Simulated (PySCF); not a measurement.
**C₆H₁₃B: electronic excitations**

What electronic excitations should C₆H₁₃B (`BCC(=C)CCC`) show?

The runs use PySCF 2.14.0, with density-fitted response routines of our own; the level of theory stands in each step. All values are computed, except where a source is named. Atoms are numbered from 0 throughout.

### Step 1. The molecule as given

20 atoms, charge 0, multiplicity 1; geometry from: GFN2-xTB.

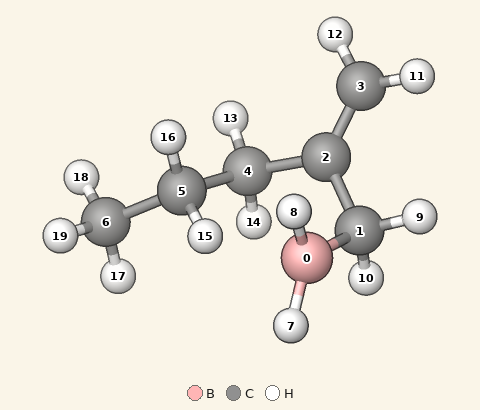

The starting geometry (boron pink, carbon grey, hydrogen white), atoms numbered; sticks join atoms by distance.

### Step 2. Ultraviolet spectrum: CAM-B3LYP/def2-SVPD

Job settings and geometry (Å):

```
{"job": {"kind": "uv", "xc": "CAM-B3LYP", "basis": "def2-SVPD", "nstates": 8, "ntriplets": 3}, "charge": 0, "multiplicity": 1}
B      1.407572    -1.207410     1.055006
C      1.735735    -0.596712    -0.368340
C      0.966106     0.666820    -0.639603
C      1.522465     1.865318    -0.704744
C     -0.514421     0.454727    -0.793956
C     -1.133160    -0.012110     0.522648
C     -2.560389    -0.512865     0.354106
H      1.217511    -2.356760     1.185082
H      1.542472    -0.533067     2.002968
H      2.803212    -0.362784    -0.393371
H      1.542951    -1.301725    -1.180545
H      2.582303     2.012151    -0.580386
H      0.939662     2.753644    -0.885831
H     -0.996862     1.377512    -1.121779
H     -0.690429    -0.309069    -1.557418
H     -0.505329    -0.822648     0.927225
H     -1.106512     0.806542     1.245030
H     -2.594433    -1.347442    -0.343069
H     -3.196224     0.281190    -0.032639
H     -2.967380    -0.844633     1.306580
```

Level: TDDFT CAM-B3LYP/def2-SVPD, vertical, gas phase, core orbitals frozen in the response.

On the command line:

```sh
> OMP_NUM_THREADS=1 python probes_run.py task.json out
```

This one command runs all jobs of the session in turn.

Predict these results of the whole session: lowest singlet (CAM-B3LYP/def2-SVPD); brightest single state of those computed; lowest triplet.

The runs gave:

| quantity | value |
| --- | --- |
| lowest singlet (CAM-B3LYP/def2-SVPD) | 5.19 eV (239 nm), f = 0.011 |
| brightest single state of those computed | state 5, 7.22 eV, f = 0.343 |
| lowest triplet | 4.34 eV |

The lowest singlet, at 5.19 eV, is HOMO→LUMO 0.91 and is weak; of the 8 states computed, the strongest absorption comes from state 5 at 7.22 eV. The lowest triplet lies 0.86 eV below the lowest singlet (triplets in Tamm-Dancoff, singlets in full TDDFT).
